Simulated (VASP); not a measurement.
Consider the following.

```xyz
2
Lattice="2.9577 0.0000 0.0000 0.0000 2.9577 0.0000 0.0000 0.0000 2.9577" Properties=species:S:1:pos:R:3 pbc="T T T"
Y      0.0000     0.0000     0.0000
N      1.4788     1.4788     1.4788
```

These are PBEsol GGA, VASP's PBE PAW potentials (set 64) (plane waves; VASP) values and carry that method's errors. Settings: 520 eV cut-off, 14×14×14 Γ-centred mesh, tetrahedra with Blöchl corrections, potentials Y_sv N.

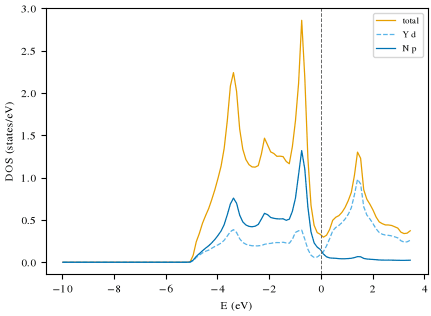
*Total and projected density of states, zero at the Fermi level*

Within 2 eV below the Fermi level the largest weight inside VASP's projection spheres is N p, then Y d.

It has no gap at this level: it comes out as a metal or semimetal.

The structure was generated: YN was put into the CsCl type type (Pm-3m), which need not be its known phase. It was relaxed first, which changed the volume by -34 %.
